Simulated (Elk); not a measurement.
Band structure of LaPt2 (Fd-3m, 6 atoms in the cell).

```xyz
6
Lattice="0.0000 3.9163 3.9163 3.9163 0.0000 3.9163 3.9163 3.9163 0.0000" Properties=species:S:1:pos:R:3 pbc="T T T"
La     3.9163     3.9163     3.9163
La     5.8745     5.8745     5.8745
Pt     0.9791     0.9791     0.9791
Pt     0.9791     2.9372     2.9372
Pt     2.9372     2.9372     0.9791
Pt     2.9372     0.9791     2.9372
```

Method: PBEsol, all-electron FP-LAPW, Elk's shipped species files, APW+lo basis with extra local orbitals in Elk.

Settings: xctype = 22; rgkmax = 7.5; stype = 0; swidth = 0.00734986 Ha; ngridk = 7 7 7; gmaxvr = 16 1/bohr; nxlo = 2; lorbcnd = true; rmtscf = 0.88; lmaxi = 3.

The starting cell comes from a database of computed structures (which also holds hypothetical and non-ambient phases and stackings), without a prior relaxation at this level. Its lattice was rescaled by a random factor within 2.5 % of one. Spin-orbit coupling is off. Spin polarisation is off. Values depend on the basis (sphere radii, cutoffs, local orbitals), which need not be converged.

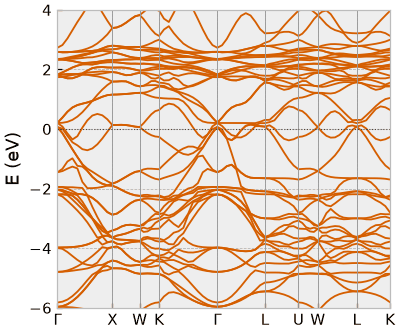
Fig. 1. Bands along the path, energies from the Fermi level.

Levels in eV from the Fermi level, bands 68 to 75:
| point | 68 | 69 | 70 | 71 | 72 | 73 | 74 | 75 |
|---|---|---|---|---|---|---|---|---|
| Γ | -1.45 | 0.07 | 0.07 | 0.07 | 0.20 | 0.20 | 0.20 | 0.22 |
| X | -1.90 | -1.83 | -1.83 | 0.13 | 0.13 | 1.16 | 1.16 | 1.59 |
| W | -2.24 | -1.41 | -1.41 | 0.07 | 0.07 | 1.22 | 1.22 | 1.43 |
| K | -2.23 | -1.70 | -1.35 | -0.26 | 0.64 | 1.05 | 1.43 | 1.46 |
| L | -1.65 | -1.65 | 0.08 | 0.08 | 0.20 | 0.30 | 1.57 | 1.57 |
| U | -2.23 | -1.70 | -1.35 | -0.26 | 0.64 | 1.05 | 1.43 | 1.46 |

Bands cross the Fermi level along this path, so the cell is metallic at this level.
